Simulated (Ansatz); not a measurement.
# MgH20Cl2O10: geometry relaxation (part 2 of 3)

The same run, continued: MgH20Cl2O10 (disordered cell, 33 atoms in the cell); DFT PBE-D3(BJ), scalar-relativistic, plane waves, PAW, no spin polarisation (Ansatz 0.2.0); cutoff 420 eV, 1×1×1 k-mesh, Fermi–Dirac smearing of 0.02 eV. The run did not end well. It belongs to a series of runs on one base structure; here: start relaxed. The run did not end well; see the last part.

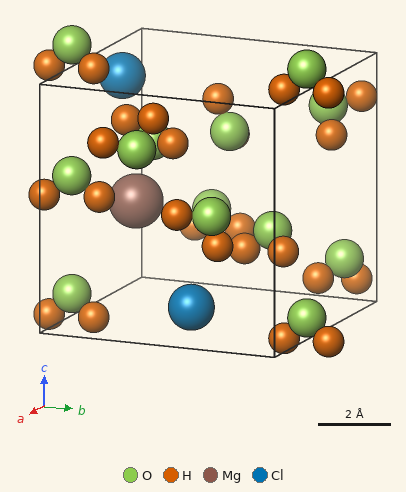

Fig. 1: The geometry at step 2 of the log (spheres-only view of the cell of the calculation, seen slightly off an axis).

### Log, continued
```
relax step  12: F+E_penalty+E_count = -10085.06735495 eV  Δ(F+E_penalty+E_count) = -2.812e-1 eV  max|allowed force component| = 4.330e-1 eV/Å  Δτ_max = 0.1908 Å  (6 SCF iters, dr2 threshold 1.00e-4 eV, accepted)
preconditioner: auto → Resta (q_TF=auto, 2.212 Å⁻¹)  ε∞=2.3  [insulator: Δε(μ)=4.149 eV  Ē_g=16.838 eV  σ=0.020 eV  W_gap=1.00  n_scr=80 (ndim 8)  ℏωp=19.0 eV  f_vac=0.232  D(μ)=0.00/eV (n_scr^D=0)  ε∞_Penn≈2.3]
relax step  13: F+E_penalty+E_count = -10085.25622110 eV  Δ(F+E_penalty+E_count) = -1.889e-1 eV  max|allowed force component| = 5.896e-1 eV/Å  Δτ_max = 0.1912 Å  (5 SCF iters, dr2 threshold 1.00e-4 eV, accepted)
preconditioner: auto → Resta (q_TF=auto, 2.212 Å⁻¹)  ε∞=2.3  [insulator: Δε(μ)=4.220 eV  Ē_g=16.859 eV  σ=0.020 eV  W_gap=1.00  n_scr=80 (ndim 8)  ℏωp=19.0 eV  f_vac=0.232  D(μ)=0.00/eV (n_scr^D=0)  ε∞_Penn≈2.3]
relax step  14: F+E_penalty+E_count = -10085.43362219 eV  Δ(F+E_penalty+E_count) = -1.774e-1 eV  max|allowed force component| = 5.581e-1 eV/Å  Δτ_max = 0.1951 Å  (6 SCF iters, dr2 threshold 1.00e-4 eV, accepted)
preconditioner: auto → Resta (q_TF=auto, 2.212 Å⁻¹)  ε∞=2.3  [insulator: Δε(μ)=4.286 eV  Ē_g=16.866 eV  σ=0.020 eV  W_gap=1.00  n_scr=80 (ndim 8)  ℏωp=19.0 eV  f_vac=0.235  D(μ)=0.00/eV (n_scr^D=0)  ε∞_Penn≈2.3]
relax step  15: F+E_penalty+E_count = -10085.57130542 eV  Δ(F+E_penalty+E_count) = -1.377e-1 eV  max|allowed force component| = 6.525e-1 eV/Å  Δτ_max = 0.1976 Å  (8 SCF iters, accepted)
[...]
Step failed. What follows is not a result of the run: it is the report of the last solve that finished, which converged after 8 SCF iterations.
Free energy (F): -10085.571305 eV
Harris-Foulkes:  -10085.571305 eV  (|F-HF|=3.94e-8)
Internal energy: -10085.571305 eV  (E = F + TS)
E sigma→0 (E₀):  -10085.571305 eV
Fermi energy:    0.649568 eV
--- Per-component energies (eV) ---
  E_band       = -1208.424045
  E_kinetic    = 2427.125789
  E_local      = -9009.675505  (includes V_loc(G=0)·N_el)
  E_nonlocal   = 667.618677
  E_hartree    = 3275.244663
  E_xc         = -1153.370305
  E_vxc        = -1444.611597  (∫ρ·V_xc dr)
  E_paw        = -3208.878126  (= ΣΔE_a)
  E_vpaw       = -399.370839  (= ΣTr[D̂ρ^β])
  E_aug_tail   = 0.001864  (compensation charges beyond the density's cutoff)
  E_ewald      = -3082.068359
  E_disp       = -1.570003  (pairwise vdW)
  E_smearing   = -0.000000  (= −TS)
  E_closure    = 0.000000  (closes the sum)
  Σ components = -10085.571305   (vs F -10085.571305, Δ=0.00e0)
--- Forces (eV/Å), atoms counted from 1 ---
  atom   1  O     -0.09406404    -0.15345739    -0.00075559
  atom   2  H      0.07347108    -0.05192755     0.03244093
  atom   3  H      0.07442912     0.21256115     0.02543047
  atom   4  O     -0.29332250    -0.03277645     0.04940930
  atom   5  H      0.23043259    -0.07779176     0.08404112
  atom   6  H      0.09748670    -0.08875877    -0.07945479
  atom   7  O     -0.21099238     0.15790742    -0.21662989
  atom   8  H     -0.00157148    -0.15406359    -0.06223926
  atom   9  H      0.13627582     0.06548958     0.24015021
  atom  10  O      0.26908376    -0.21525522    -0.38618742
  atom  11  H     -0.15581149     0.15397132     0.24653054
  atom  12  H     -0.05276368     0.10325832     0.10210945
  atom  13  O     -0.32418307    -0.35099271     0.27010000
  atom  14  H      0.11983982     0.04523411     0.20997779
  atom  15  H      0.12476701     0.28846857    -0.30285861
  atom  16  O      0.13733306    -0.03498631    -0.12097048
  atom  17  H     -0.09396423    -0.00231686     0.03765248
  atom  18  H     -0.05474360     0.02928695     0.01278819
  atom  19  O      0.31681307     0.01341110     0.46573188
  atom  20  H     -0.38351780    -0.03621769    -0.42180518
  atom  21  H      0.04517166     0.03148142    -0.07108291
  atom  22  O      0.08728921     0.65246719    -0.12735621
  atom  23  H     -0.17717328    -0.32950888     0.04317166
  atom  24  H      0.02396714    -0.33180995     0.09935238
  atom  25  O     -0.08256819    -0.22459298    -0.16716771
  atom  26  H     -0.05348850     0.07418384     0.02147821
  atom  27  H      0.10367434     0.16849782     0.17870309
  atom  28  O     -0.03148489    -0.05283108     0.03558180
  atom  29  H      0.05132629    -0.05871315    -0.04587460
  atom  30  H     -0.03253671     0.06076445     0.01485655
  atom  31  Mg     0.13881047     0.02098267     0.02103834
  atom  32  Cl     0.02746921     0.07415689    -0.11038879
  atom  33  Cl    -0.01539564     0.04380565    -0.07770241
  max |Σ_I F_I| component: 7.19e-5 eV/Å
End of that report.
Error: geometry relaxation did not converge after 15 steps: max|allowed force component| = 6.52e-1 eV/Å (threshold 3.0e-1). Raise `relax.max_steps` over both its present limit and 15, loosen `relax.f_tol`, or start from a geometry closer to equilibrium. Where this run's directory can be resumed (`checkpoint.write`), a resume goes on for up to `relax.max_steps` more
```

### Trajectory as extended XYZ (Å, eV, eV/Å), 15 frames, from step=1 to step=15
```
33
Lattice="7.1531 0.0000 0.0000 0.0000 7.1531 0.0000 0.0000 0.0000 7.1531" Properties=species:S:1:pos:R:3:forces:R:3 step=1 energy=-10075.20585
O     0.7836    2.5552    2.4279    0.7527  -0.7786   0.3838
H     0.7698    3.3464    1.8695   -0.0186   0.4038  -0.1688
H     0.5490    1.8368    1.8221   -0.4867  -0.2351  -0.3818
O     0.7232    6.4771    1.2598   -0.1973   0.3627   1.1042
H     0.0819    6.5647    0.5392   -0.0720  -0.0756   0.2671
H     1.4397    5.9524    0.8732    0.1569   0.1051  -0.2833
O     4.7504    0.0555    0.5245    2.1327  -0.3666   1.4106
H     5.1619    0.7798    0.0304    0.0047   0.2236   0.3946
H     4.8446   -0.7106   -0.0607   -0.1961  -0.4167  -0.0312
O     6.0657    4.7262    3.6005   -0.0004   0.5095   0.0771
H     5.7876    4.8513    2.6812   -0.1489  -0.2566  -0.3403
H     6.5161    3.8687    3.5944    0.0204   0.0005   0.2178
O     4.1635    2.1108    5.1704   -0.4036   0.0065  -1.1761
H     4.6646    2.9383    5.2166    0.0958   0.5269  -0.1001
H     4.6028    1.5346    5.8132    0.0667  -0.0222  -0.6078
O     3.0378    5.2209    2.5704   -0.6831   0.8648   0.7303
H     3.5650    5.9249    2.1649    0.7078  -0.4170  -0.5619
H     3.0929    4.4916    1.9354    0.4859  -0.2771  -0.4544
O     2.2280    3.5913    5.0701   -0.1522   0.3911  -0.5169
H     2.2017    3.3137    5.9977    0.1576  -0.2051  -0.0707
H     1.3621    3.3310    4.7230   -0.3483   0.2556   0.2543
O     0.8763    6.0857    5.7483   -0.9028  -1.0479  -0.0979
H     1.3691    6.4536    5.0000    0.0470  -0.1566   0.0305
H     0.2511    6.7868    5.9845   -0.0148   0.2144  -0.6220
O     6.1410    0.6377    4.3924    0.3531  -1.0477  -0.7453
H     5.9483    1.3395    3.7534   -0.0046   0.2729   0.2824
H     6.3629   -0.1270    3.8409   -0.0204  -0.7755  -0.0679
O     6.6380    2.7126    5.4315    1.3512   0.2299  -0.1606
H     7.2183    1.9731    5.6648    0.0393  -0.1910  -0.2015
H     6.4003    3.1024    6.2857   -0.3267   0.7955   0.7548
Mg    2.8048    0.9513    2.8667   -0.0735   0.8103   0.4362
Cl    2.7565    0.5073    6.4196   -2.2617   0.2403  -0.3058
Cl    5.0623    3.7068    0.5640   -0.0591   0.0564   0.5509
33
Lattice="7.1531 0.0000 0.0000 0.0000 7.1531 0.0000 0.0000 0.0000 7.1531" Properties=species:S:1:pos:R:3:forces:R:3 step=2 energy=-10077.15334
O     0.8589    2.5005    2.4062    0.4219  -0.7566  -0.3611
H     0.7716    3.3356    1.8965    0.1289  -0.0643   0.2088
H     0.4894    1.8271    1.7927   -0.1325   0.1332   0.0732
O     0.7196    6.4825    1.3279    0.0696   0.1312   0.6588
H     0.0623    6.5714    0.6187   -0.1466   0.0208   0.2325
H     1.4438    6.0000    0.8852   -0.0266   0.2643  -0.0291
O     4.9079    0.0074    0.6322    1.3552  -0.4193  -0.3636
H     5.1701    0.7829    0.0856   -0.4826  -0.3333   0.6970
H     4.8319   -0.7177   -0.0431   -0.2198   0.5131   0.7272
O     6.0758    4.7688    3.5798   -0.0348   0.2277  -0.2224
H     5.7691    4.8160    2.6559   -0.0412  -0.2803  -0.1322
H     6.5084    3.8980    3.6325   -0.0780   0.2457   0.2780
O     4.1525    2.1338    5.0690   -0.1026   0.0377  -0.9522
H     4.6500    2.9678    5.1808   -0.0356   0.1515  -0.3108
H     4.5797    1.5306    5.7002   -0.1334  -0.1702  -0.4831
O     2.9928    5.2867    2.5309    0.1337   0.7864  -0.2058
H     3.6540    5.8971    2.1343    0.1640  -0.6728  -0.1493
H     3.1265    4.4890    1.9667    0.2671   0.2372   0.1010
O     2.1996    3.6314    5.0376    0.0531   0.2345  -0.3252
H     2.2398    3.2979    5.9540    0.1162  -0.1115  -0.4010
H     1.3121    3.3766    4.7426   -0.3668   0.2959   0.3821
O     0.7629    6.0109    5.6979   -0.7791  -0.5653  -0.3905
H     1.3763    6.3761    5.0234   -0.2454  -0.4943   0.5610
H     0.2256    6.7944    5.9197    0.1192  -0.1561  -0.4994
O     6.1823    0.5548    4.3609    0.1199  -0.1468  -0.6319
H     5.9707    1.3059    3.7750    0.1025  -0.1369   0.4006
H     6.3519   -0.2058    3.7815    0.0276  -0.6147  -0.0150
O     6.7305    2.7736    5.4493    0.6955  -0.0917   0.2642
H     7.2228    1.9633    5.6798   -0.1180   0.0955  -0.1470
H     6.4164    3.1386    6.3094   -0.0531   0.3515   0.0970
Mg    2.8124    1.0482    2.9251   -0.1990   0.8551   0.5059
Cl    2.5937    0.5359    6.4316   -0.5213   0.5874   0.0444
Cl    5.0597    3.7108    0.6359   -0.0586  -0.1529   0.3874
33
Lattice="7.1531 0.0000 0.0000 0.0000 7.1531 0.0000 0.0000 0.0000 7.1531" Properties=species:S:1:pos:R:3:forces:R:3 step=3 energy=-10078.36130
O     0.9340    2.4323    2.3911   -0.1366  -0.5503  -1.0456
H     0.8043    3.3084    1.9373    0.3196  -0.4861   0.5224
H     0.4615    1.8089    1.7683    0.3606   0.3375   0.5150
O     0.7205    6.5003    1.3825    0.2496  -0.0372   0.2656
H     0.0472    6.5847    0.6841   -0.2127   0.0742   0.2686
H     1.4474    6.0489    0.8988   -0.1839   0.4107   0.1985
O     5.0805   -0.0411    0.7189   -0.1448   0.2931  -3.0187
H     5.0824    0.8033    0.1258   -0.2922  -1.5662   1.7732
H     4.7759   -0.7068   -0.0193    0.4748   1.2520   1.8919
O     6.0636    4.8048    3.5523   -0.0281  -0.1612  -0.5185
H     5.7624    4.7651    2.6176    0.0641  -0.2352   0.1725
H     6.4991    3.9365    3.6845   -0.2028   0.5238   0.2767
O     4.1538    2.1339    4.9401    0.4194   0.1995  -0.7332
H     4.6440    2.9723    5.1053   -0.2053  -0.1422  -0.5285
H     4.5406    1.5204    5.5942   -0.3196  -0.1350  -0.5391
O     2.9920    5.3649    2.5004    1.1533   0.4082  -1.0002
H     3.7458    5.8807    2.0877   -0.5621  -0.6830   0.2998
H     3.1468    4.5097    2.0006   -0.0270   0.7401   0.5026
O     2.1882    3.6483    4.9875   -0.0824  -0.0559  -0.2375
H     2.2944    3.2843    5.8953    0.0417  -0.0001  -0.6796
H     1.2560    3.4436    4.7798   -0.1211   0.3882   0.5421
O     0.6688    5.9345    5.6820   -0.1549   0.3666  -0.6590
H     1.3939    6.2843    5.0872   -0.7542  -0.8405   1.0262
H     0.2041    6.7829    5.8748    0.2184  -0.6726  -0.3921
O     6.2087    0.5081    4.3416    0.0254   0.2413  -0.5591
H     5.9878    1.2802    3.7803    0.1477  -0.4250   0.3790
H     6.3519   -0.2634    3.7638    0.0294  -0.4522   0.0181
O     6.7812    2.8037    5.4614    0.3301  -0.2736   0.6108
H     7.2184    1.9529    5.6902   -0.2550   0.3835  -0.1686
H     6.4203    3.1606    6.3202    0.1594   0.0981  -0.3067
Mg    2.7779    1.1858    3.0153   -0.2894   0.8325   0.7062
Cl    2.5232    0.5927    6.4374    0.0832   0.4657   0.1115
Cl    5.0444    3.6644    0.6886   -0.1054  -0.2978   0.3056
33
Lattice="7.1531 0.0000 0.0000 0.0000 7.1531 0.0000 0.0000 0.0000 7.1531" Properties=species:S:1:pos:R:3:forces:R:3 step=4 energy=-10079.69803
O     0.9761    2.3793    2.3869    0.1245  -0.3835  -0.7689
H     0.8460    3.2734    1.9763    0.2993  -0.4385   0.5048
H     0.4880    1.7829    1.7591    0.3494   0.0492   0.3731
O     0.7182    6.5233    1.4334    0.1962   0.0565   0.0802
H     0.0202    6.5978    0.7559   -0.2122   0.0595   0.2826
H     1.4482    6.1162    0.9174   -0.1583   0.3761   0.2318
O     5.1143   -0.0503    0.7376   -0.5051   0.5048  -2.7000
H     5.0175    0.8135    0.1869   -0.0541  -1.5106   1.5896
H     4.7665   -0.6917    0.0143    0.5402   1.0008   1.5787
O     6.0441    4.8289    3.5250    0.0248  -0.3237  -0.4378
H     5.7614    4.7099    2.5901    0.0477  -0.1812   0.1882
H     6.4864    3.9789    3.7391   -0.2316   0.5830   0.2138
O     4.1656    2.1275    4.7989    0.3461  -0.0763  -1.0502
H     4.6405    2.9656    5.0007   -0.2148  -0.1141  -0.5716
H     4.4958    1.5110    5.4846   -0.4135  -0.1052  -0.4893
O     3.0376    5.4314    2.4762    0.9678   0.1356  -0.8744
H     3.8108    5.8854    2.0467   -0.4334  -0.2835   0.2594
H     3.1617    4.5462    2.0304   -0.0619   0.7105   0.4800
O     2.1816    3.6398    4.9185   -0.5821  -0.2720  -0.4011
H     2.3506    3.2694    5.8134    0.0227  -0.0192  -0.5685
H     1.2038    3.5234    4.8267    0.3244   0.3933   0.5456
O     0.6134    5.8776    5.6941    0.1986   0.3757  -0.4957
H     1.4056    6.1838    5.1694   -0.7371  -0.7220   0.8926
H     0.1807    6.7488    5.8366    0.0977  -0.6044  -0.2621
O     6.2339    0.4871    4.3256    0.1152   0.1568  -0.3396
H     6.0014    1.2499    3.7640    0.0876  -0.3351   0.2009
H     6.3521   -0.3015    3.7626    0.0085  -0.3870   0.0100
O     6.7796    2.8109    5.4763    0.2335  -0.0565   0.3987
H     7.2048    1.9566    5.6968   -0.1852   0.2109  -0.1132
H     6.4263    3.1737    6.3326    0.0946   0.0628  -0.2080
Mg    2.7263    1.3198    3.1473   -0.2009   1.1181   1.3604
Cl    2.5371    0.6364    6.4254    0.0296   0.3420  -0.1812
Cl    5.0246    3.5854    0.7268   -0.1190  -0.3221   0.2715
33
Lattice="7.1531 0.0000 0.0000 0.0000 7.1531 0.0000 0.0000 0.0000 7.1531" Properties=species:S:1:pos:R:3:forces:R:3 step=5 energy=-10080.91150
O     1.0164    2.3475    2.3947    0.1277  -0.2078  -0.5896
H     0.8744    3.2469    2.0115    0.2508  -0.3280   0.4386
H     0.5329    1.7545    1.7682    0.2996  -0.1571   0.2402
O     0.7175    6.5539    1.4642    0.0623   0.1417  -0.0761
H    -0.0030    6.6045    0.8058   -0.1945   0.0522   0.3080
H     1.4451    6.1691    0.9323   -0.0913   0.3064   0.2449
O     5.1383   -0.0552    0.7338   -0.5664   0.5209  -2.0096
H     4.9668    0.8141    0.2378    0.0969  -1.1427   1.2419
H     4.7622   -0.6767    0.0345    0.4583   0.5989   1.0871
O     6.0293    4.8433    3.5028    0.0258  -0.3158  -0.2946
H     5.7605    4.6652    2.5745    0.0098  -0.1545   0.1107
H     6.4751    4.0150    3.7789   -0.1872   0.5151   0.1747
O     4.1876    2.1141    4.6718    0.5127  -0.1058  -0.8184
H     4.6283    2.9606    4.9093   -0.1911  -0.0715  -0.5509
H     4.4467    1.5088    5.4028   -0.4409  -0.0525  -0.4491
O     3.0702    5.4839    2.4563    0.6258  -0.0504  -0.6336
H     3.8483    5.9006    2.0206   -0.1681   0.0310   0.1352
H     3.1758    4.5821    2.0556   -0.0573   0.5420   0.3948
O     2.1656    3.6069    4.8526   -0.7669  -0.3820  -0.3588
H     2.3862    3.2562    5.7432    0.0438  -0.0269  -0.4390
H     1.1701    3.5800    4.8751    0.5055   0.2768   0.3538
O     0.5793    5.8333    5.7000    0.3049   0.1791  -0.2514
H     1.4095    6.1121    5.2375   -0.5131  -0.5569   0.6169
H     0.1648    6.7128    5.8091   -0.0617  -0.4299  -0.1847
O     6.2644    0.4719    4.3128    0.2110   0.0372  -0.1593
H     6.0077    1.2217    3.7506    0.0439  -0.2640   0.0575
H     6.3509   -0.3347    3.7655   -0.0102  -0.2893   0.0071
O     6.7814    2.8237    5.4882    0.1643   0.1003   0.2207
H     7.1897    1.9615    5.6962   -0.1521   0.0794  -0.0746
H     6.4271    3.1822    6.3425    0.0224   0.0454  -0.0870
Mg    2.6986    1.4366    3.3010   -0.2516   1.1585   1.5430
Cl    2.5471    0.6724    6.3878   -0.0051   0.2489  -0.4099
Cl    5.0062    3.5211    0.7583   -0.1068  -0.2988   0.2087
33
Lattice="7.1531 0.0000 0.0000 0.0000 7.1531 0.0000 0.0000 0.0000 7.1531" Properties=species:S:1:pos:R:3:forces:R:3 step=6 energy=-10081.78173
O     1.0430    2.3293    2.3871    0.2638  -0.1334  -0.2257
H     0.8851    3.2299    2.0309    0.1555  -0.1605   0.2891
H     0.5634    1.7294    1.7750    0.2125  -0.3401   0.0480
O     0.7154    6.5817    1.4735   -0.1200   0.2219  -0.1034
H    -0.0206    6.6058    0.8293   -0.1382   0.0412   0.3189
H     1.4403    6.1963    0.9449   -0.0062   0.2370   0.1968
O     5.1451   -0.0570    0.7106   -0.0132   0.2910  -0.6262
H     4.9498    0.8062    0.2740   -0.0371  -0.3092   0.6314
H     4.7647   -0.6693    0.0487    0.0701  -0.0257   0.2259
O     6.0202    4.8477    3.4903   -0.0003  -0.1582  -0.1388
H     5.7586    4.6408    2.5689   -0.0313  -0.1769  -0.0293
H     6.4704    4.0380    3.7992   -0.1166   0.3653   0.1793
O     4.2232    2.1028    4.5903    0.8332  -0.0124  -0.3007
H     4.6217    2.9595    4.8603   -0.1232  -0.0470  -0.5157
H     4.4094    1.5106    5.3625   -0.4289   0.0549  -0.5155
O     3.0879    5.5081    2.4384    0.1059  -0.0686  -0.2429
H     3.8620    5.9146    2.0130    0.2115   0.2567  -0.0787
H     3.1855    4.6014    2.0714    0.0187   0.2573   0.2243
O     2.1544    3.5653    4.8103   -0.8308  -0.4391  -0.3219
H     2.3982    3.2498    5.7065    0.1188  -0.0421  -0.3008
H     1.1583    3.6044    4.9017    0.5309   0.1678   0.1696
O     0.5747    5.8113    5.7090    0.0515  -0.2329  -0.0027
H     1.4057    6.0768    5.2676   -0.0759  -0.3330   0.3178
H     0.1518    6.6834    5.7922   -0.1768  -0.2026  -0.1531
O     6.2934    0.4635    4.3059    0.3111  -0.1165  -0.0785
H     6.0101    1.2007    3.7446   -0.0137  -0.1885  -0.0257
H     6.3490   -0.3557    3.7691   -0.0114  -0.1950   0.0309
O     6.7865    2.8353    5.4959    0.1732   0.2225   0.0305
H     7.1749    1.9646    5.6922   -0.1256  -0.0547  -0.0350
H     6.4256    3.1869    6.3460   -0.0516   0.0675   0.0717
Mg    2.6666    1.5449    3.4551   -0.6700   1.0747   1.3997
Cl    2.5505    0.6960    6.3364   -0.0085   0.2453  -0.5806
Cl    4.9958    3.4869    0.7748   -0.0759  -0.2670   0.1380
```
